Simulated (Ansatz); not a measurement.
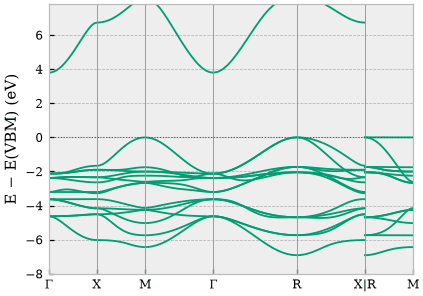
Figure. Band structure from DFT-LDA in the program Ansatz with PAW potentials

Q: Read off the gap and where the band edges lie.

A: About 3.8 eV (3.79 eV by a search for the band edges); maximum at R, minimum at Γ.

The material is KZnF$_{3}$ (cubic perovskite, Pm-3m).

The cell was relaxed with LDA under the symmetry of its start; phonons on a q-mesh show no instability.

Potentials: the later of the program's two PAW sets.
